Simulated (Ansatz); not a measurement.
# C₂H₉GeNSi: small, medium and large basis sets

How large a basis does C₂H₉GeNSi need? Two functionals are run in growing sets.

Program: Ansatz 0.2.0, Gaussian basis. Level of theory: one geometry, several basis sets. These are calculated values, not measurements.

Plan: PBE0-D4/def2-SVP; ωB97M-V/def2-SVP; PBE0-D4/def2-QZVPP; ωB97M-V/def2-QZVPP; the functionals' def2-TZVPP values are taken from earlier runs.

## (1) The relaxed structure

All runs share one geometry, relaxed beforehand with PBE0-D4 in a triple-zeta def2 set.

SMILES `C=C[SiH2][NH][GeH3]`, 14 atoms, charge 0, spin multiplicity 1.

Atoms are counted from 1 here; the program's logs count them from 0.

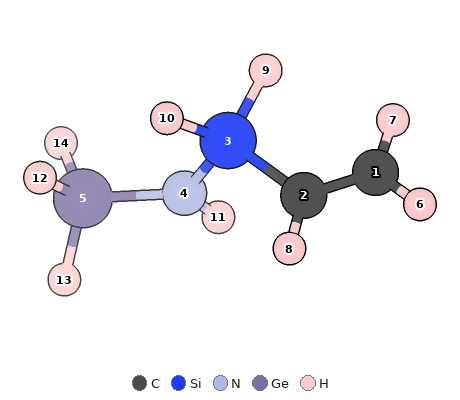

The geometry (carbon dark grey, silicon blue, nitrogen light blue, germanium purple, hydrogen pink); atoms are numbered from 1 in the order of the file.

## (2) PBE0-D4 in def2-SVP

Input file in.yaml:

```yaml
crystal:
  periodic: [false, false, false]
  atoms:
    - {symbol: C, position_ang: [-1.550203, 0.003942, 2.554039]}
    - {symbol: C, position_ang: [-0.723625, 0.565285, 1.674913]}
    - {symbol: Si, position_ang: [0.310288, -0.441143, 0.503547]}
    - {symbol: N, position_ang: [-0.026709, -0.046142, -1.135078]}
    - {symbol: Ge, position_ang: [1.165197, 0.163975, -2.517558]}
    - {symbol: H, position_ang: [-2.157270, 0.587501, 3.241213]}
    - {symbol: H, position_ang: [-1.652008, -1.076068, 2.625602]}
    - {symbol: H, position_ang: [-0.663402, 1.652533, 1.643215]}
    - {symbol: H, position_ang: [0.038217, -1.868707, 0.849427]}
    - {symbol: H, position_ang: [1.763336, -0.175584, 0.687955]}
    - {symbol: H, position_ang: [-0.993975, -0.087494, -1.422331]}
    - {symbol: H, position_ang: [2.511156, 0.552774, -1.893001]}
    - {symbol: H, position_ang: [0.642550, 1.274085, -3.446862]}
    - {symbol: H, position_ang: [1.323447, -1.134157, -3.336383]}
basis:
  gaussian: {orbitals: def2-SVP}
hamiltonian: {xc: pbe0, dispersion: d4}
output: {orbitals: {seedname: orbitals}}
```

Started as:

```
$ ansatz run in.yaml --threads 2 --pin off --events-out ev --progress --plain --max-ram 32768MiB --backend cpu
```

The program printed:

```text
Functional definition: PBE0
  name "PBE0"
  cite "Adamo & Barone, J. Chem. Phys. 110, 6158 (1999) doi:10.1063/1.478522"
  cite "Perdew, Burke & Ernzerhof, Phys. Rev. Lett. 77, 3865 (1996) doi:10.1103/PhysRevLett.77.3865"
  parent pbe
  parameter a = 0.25
  parameter kappa = 0.804
  parameter beta = 0.06672455060314922
  exchange = (1 - a)*pbe_x(kappa = kappa, mu = beta*pi^2/3) + a*exact_x
  correlation = pbe_c(beta = beta)
1378 factors; integrals over basis functions are off by at most 1.2e-3 eV
mean field evaluation 1: about -68071.1028 eV, gradient 6.1e1 eV
mean field evaluation 2: about -68062.3995 eV, gradient 8.5e1 eV
mean field evaluation 4: about -68079.1874 eV, gradient 3.9e0 eV
mean field evaluation 8: about -68079.3197 eV, gradient 4.3e-1 eV
mean field evaluation 16: about -68079.3202 eV, gradient 5.1e-5 eV
mean field -68079.32015558 eV, -2501.8688698969 hartree, gradient 5.0e-5 eV, S^2 0.000000; 0 other end points of the search recorded, 0 dependent functions left out
reference -68079.32019024 eV, -2501.8688711708 hartree; 37, 37 occupied and 100, 100 virtual orbitals, 1378 factors
Total energy: -68079.59162569 eV, -2501.8788462396 hartree
```

Wall time 2.7 s (2 threads of AMD EPYC 7R13, shared host).

## (3) ωB97M-V in def2-SVP

in.yaml: that of step 2 with these lines changed.

```diff
@@ -19,3 +19,3 @@
   gaussian: {orbitals: def2-SVP}
-hamiltonian: {xc: pbe0, dispersion: d4}
+hamiltonian: {xc: {name: wB97M-V}}
 output: {orbitals: {seedname: orbitals}}
```

Launched as before.

The program printed, cut to the lines that bear on the results:

```text
Functional definition: wB97M-V
  name "wB97M-V"
  cite "Mardirossian & Head-Gordon, J. Chem. Phys. 144, 214110 (2016) doi:10.1063/1.4952647"
  cite "Becke, J. Chem. Phys. 107, 8554 (1997) doi:10.1063/1.475007"
  cite "Vydrov & Van Voorhis, J. Chem. Phys. 133, 244103 (2010) doi:10.1063/1.3521275"
  # Of w^i u^j: cxij and so on, Table III.
[...]
  gx(w, u) = 1 - cx + cx01*u + cx10*w
  gss(w, u) = css00 + css04*u^4 + css10*w + css20*w^2 + css43*w^4*u^3
  gos(w, u) = cos00 + cos10*w + (cos20 + cos21*u)*w^2 + (cos60 + cos61*u)*w^6
[...]
      + integral(e_c_pw_mod_opposite_spin*gos(b97_w_opposite, b97_u_opposite)) + vv10(b, c)
1378 factors; integrals over basis functions are off by at most 1.2e-3 eV
421 factors; integrals over basis functions are off by at most 9.3e-6 eV
[...]
mean field -68088.39507173 eV, -2502.2023669143 hartree, gradient 4.3e-5 eV, S^2 0.000000; 0 other end points of the search recorded, 0 dependent functions left out
reference -68088.39512469 eV, -2502.2023688605 hartree; 37, 37 occupied and 100, 100 virtual orbitals, 1378 factors
Total energy: -68088.39512469 eV, -2502.2023688605 hartree
```

It took 9 s on 2 threads of AMD EPYC 7R13, shared host.

## (4) PBE0-D4 in def2-QZVPP

in.yaml: that of step 3 with these lines changed.

```diff
@@ -18,4 +18,4 @@
 basis:
-  gaussian: {orbitals: def2-SVP}
-hamiltonian: {xc: {name: wB97M-V}}
+  gaussian: {orbitals: "def2-QZVPP.json"}
+hamiltonian: {xc: pbe0, dispersion: d4}
 output: {orbitals: {seedname: orbitals}}
```

Started as:

```
$ ansatz run in.yaml --threads 2 --pin off --events-out ev --progress --plain --max-ram 32768MiB --backend cuda --devices 0, --max-vram 18GiB
```

The program printed:

```text
Functional definition: PBE0
  name "PBE0"
  cite "Adamo & Barone, J. Chem. Phys. 110, 6158 (1999) doi:10.1063/1.478522"
  cite "Perdew, Burke & Ernzerhof, Phys. Rev. Lett. 77, 3865 (1996) doi:10.1103/PhysRevLett.77.3865"
  parent pbe
  parameter a = 0.25
  parameter kappa = 0.804
  parameter beta = 0.06672455060314922
  exchange = (1 - a)*pbe_x(kappa = kappa, mu = beta*pi^2/3) + a*exact_x
  correlation = pbe_c(beta = beta)
2020 factors; their error is unknown
mean field evaluation 1: about -68083.1016 eV, gradient 7.8e1 eV
mean field evaluation 2: about -68066.9092 eV, gradient 1.1e2 eV
mean field evaluation 4: about -68094.9229 eV, gradient 7.5e0 eV
mean field evaluation 8: about -68095.0531 eV, gradient 2.2e-1 eV
mean field evaluation 16: about -68095.2010 eV, gradient 1.5e-4 eV
mean field -68095.20100482 eV, -2502.4524803420 hartree, gradient 5.2e-5 eV, S^2 0.000000; 0 other end points of the search recorded, 0 dependent functions left out
reference -68095.20105608 eV, -2502.4524822258 hartree; 37, 37 occupied and 563, 563 virtual orbitals, 2020 factors
Total energy: -68095.47249153 eV, -2502.4624572946 hartree
```

Run time: 8 s. Hardware: 1 × H100 (card shared with other runs) with 2 threads of AMD EPYC 7R13, shared host; peak host memory 1.1 GiB.

## (5) ωB97M-V in def2-QZVPP

in.yaml: that of step 4 with these lines changed.

```diff
@@ -19,3 +19,3 @@
   gaussian: {orbitals: "def2-QZVPP.json"}
-hamiltonian: {xc: pbe0, dispersion: d4}
+hamiltonian: {xc: {name: wB97M-V}}
 output: {orbitals: {seedname: orbitals}}
```

Same command.

The program printed, cut to the lines that bear on the results:

```text
Functional definition: wB97M-V
  name "wB97M-V"
  cite "Mardirossian & Head-Gordon, J. Chem. Phys. 144, 214110 (2016) doi:10.1063/1.4952647"
  cite "Becke, J. Chem. Phys. 107, 8554 (1997) doi:10.1063/1.475007"
  cite "Vydrov & Van Voorhis, J. Chem. Phys. 133, 244103 (2010) doi:10.1063/1.3521275"
  # Of w^i u^j: cxij and so on, Table III.
[...]
  gx(w, u) = 1 - cx + cx01*u + cx10*w
  gss(w, u) = css00 + css04*u^4 + css10*w + css20*w^2 + css43*w^4*u^3
  gos(w, u) = cos00 + cos10*w + (cos20 + cos21*u)*w^2 + (cos60 + cos61*u)*w^6
[...]
      + integral(e_c_pw_mod_opposite_spin*gos(b97_w_opposite, b97_u_opposite)) + vv10(b, c)
1988 factors; their error is unknown
498 factors; integrals over basis functions are off by at most 1.0e-5 eV
[...]
mean field -68104.43431763 eV, -2502.7917983292 hartree, gradient 4.9e-5 eV, S^2 0.000000; 0 other end points of the search recorded, 0 dependent functions left out
reference -68104.43439792 eV, -2502.7918012798 hartree; 37, 37 occupied and 563, 563 virtual orbitals, 1988 factors
Total energy: -68104.43439792 eV, -2502.7918012798 hartree
```

It took 8.5 s on 1 × H100 (card shared with other runs) with 2 threads of AMD EPYC 7R13, shared host; peak host memory 1.3 GiB.

## (6) Functionals by basis

The def2-TZVPP values come from earlier runs at the same geometry.

```csv
functional,basis,functions,energy (eV),from the largest (eV),HOMO (eV),LUMO (eV)
PBE0-D4,def2-SVP,137,-68079.5916,15.881,-7.07,-0.37
PBE0-D4,def2-TZVPP,309,-68093.7519,1.721,-7.19,-0.58
PBE0-D4,def2-QZVPP,600,-68095.4725,0.000,-7.21,-0.63
ωB97M-V,def2-SVP,137,-68088.3951,16.039,-9.32,1.75
ωB97M-V,def2-TZVPP,309,-68102.7765,1.658,-9.47,1.41
ωB97M-V,def2-QZVPP,600,-68104.4344,0.000,-9.49,1.21
```

## (7) Outcome

```
                                       quantity           value
PBE0-D4: double and triple zeta above quadruple  15.88, 1.72 eV
ωB97M-V: double and triple zeta above quadruple  16.04, 1.66 eV
```

In words: PBE0-D4 gains 14.16 eV from double to triple zeta, then 1.72 eV more. These are total energies; as a rule much of such shifts cancels in differences, which this series doesn't test. The LUMO of ωB97M-V is positive and keeps falling with the basis (1.75 to 1.21 eV): an unbound level that the basis holds in place.
